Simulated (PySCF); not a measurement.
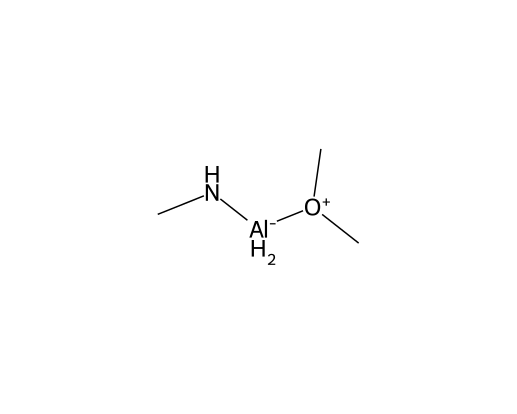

Structural formula above. The computed structure is the end point of a PBE0-D3(BJ)/def2-SVP optimisation. No frequency run is at hand to confirm it as a minimum.

What does the molecule look like in three dimensions?

The molecule is C3H12AlNO. As SMILES it reads `C[NH][AlH2-][O+](C)C`. The point group is C1. Coordination, clear cases only: 3 C tetrahedral; 1 N trigonal planar.

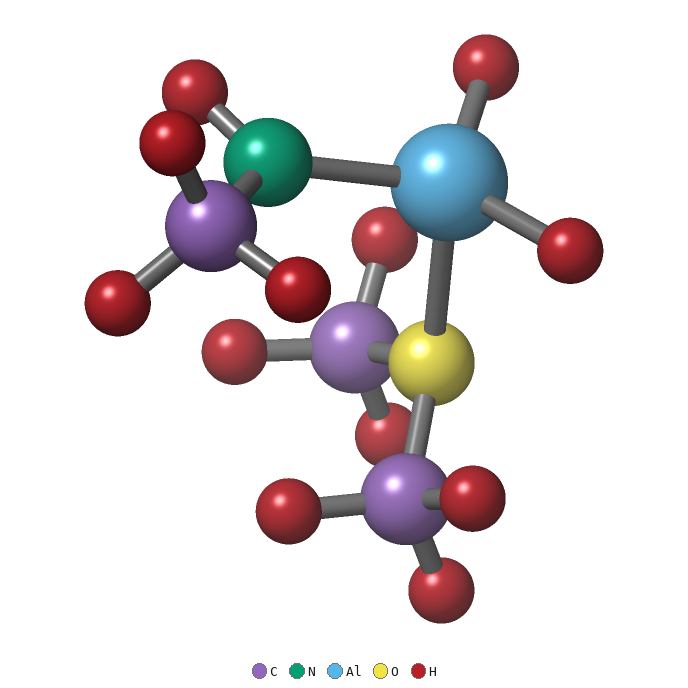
